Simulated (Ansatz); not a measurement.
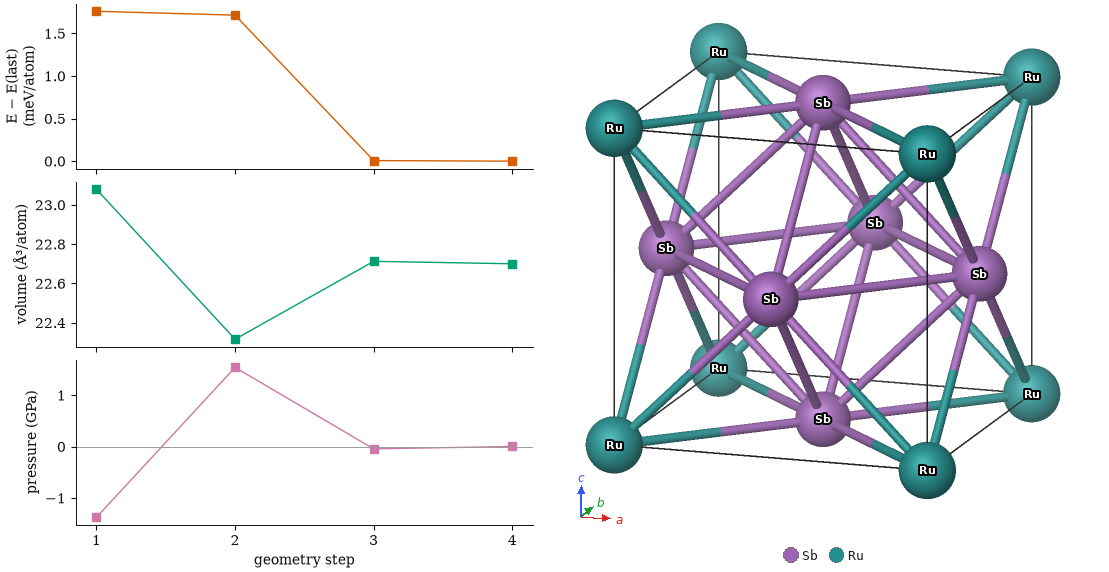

Beside the plot: the structure at the start.

History of a geometry optimisation. Sb$_{3}$Ru (P4/mmm, 4 atoms in the cell); DFT PBE, scalar-relativistic, plane waves, PAW (Ansatz); cutoff 420 eV, 10×10×10 k-mesh, Gaussian smearing of 0.1 eV. Atoms and cell relax. A closing SCF on a freshly chosen basis isn't drawn.

The optimisation met its thresholds at geometry 4, counting the start as the first. The energy fell by about 1.8 meV/atom from the first step to the last. Step 2 went uphill and was rejected by the line search. All forces vanish by symmetry, so only the cell moves. The volume shrinks from 23.08 to 22.70 Å³ per atom (−1.6 %), overshooting to 22.32 at step 2, as the pressure goes from −1.4 GPa to about 0 GPa.
